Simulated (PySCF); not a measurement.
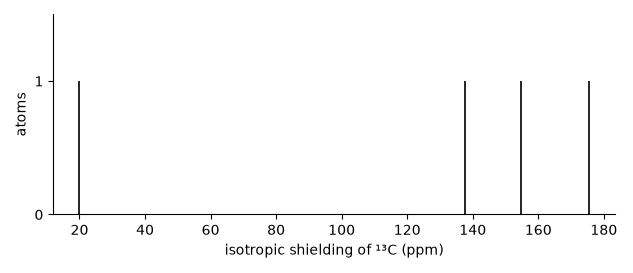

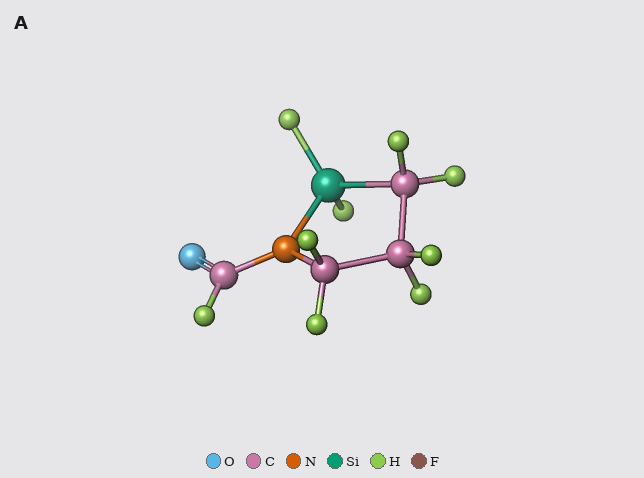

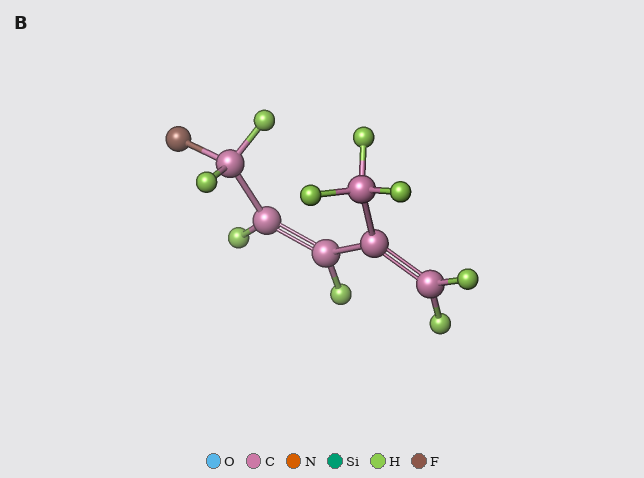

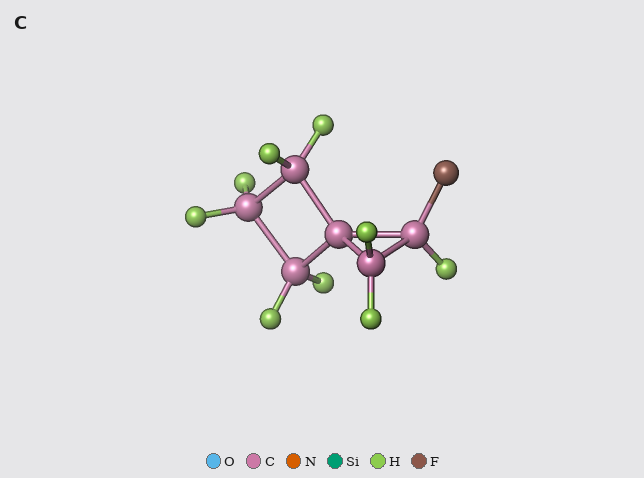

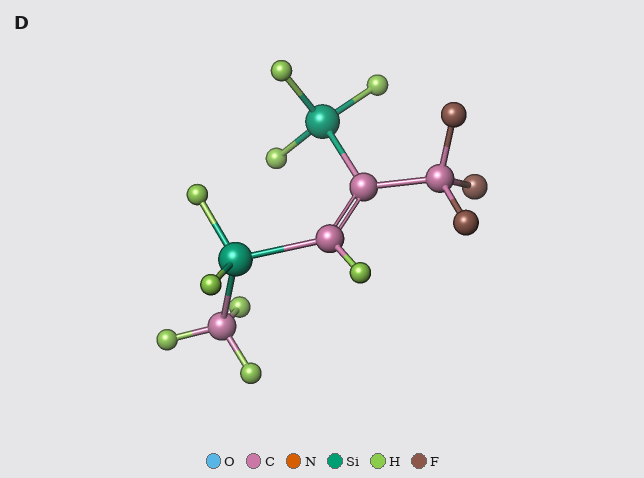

The sticks are computed shieldings of one of the molecules, for one fixed geometry (PBE0-D3(BJ)/def2-SVP) without averaging over rotations. Low shielding means a high chemical shift. Method: GIAO B97-2/pcSseg-1 NMR shielding, non-relativistic, gas phase (PySCF 2.14.0).

Question: Match the spectrum to a structure.

Answer: A, `O=CN1CCC[SiH2]1`. Its 4 C atoms give lines at 19.8, 137.7, 154.7, 175.6 ppm.
